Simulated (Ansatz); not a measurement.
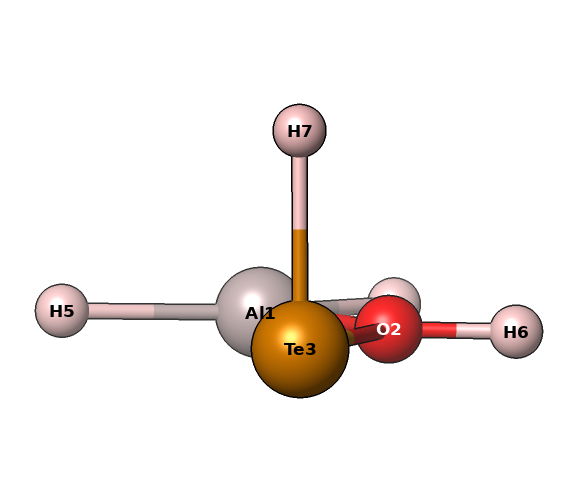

O2 lies behind Te3. The molecule seen a little off the Te3–O2 bond, Te3 in front. Distant atoms are faded towards the background colour. Charge +1, singlet. The geometry was computed by an optimisation with PBE-D4/def2-SVP. No frequency run is at hand to confirm it as a minimum.

### What is the torsion angle H7–Te3–O2–Al1? The sign is positive where the front bond must turn clockwise to cover the back bond.

−90°, about perpendicular.
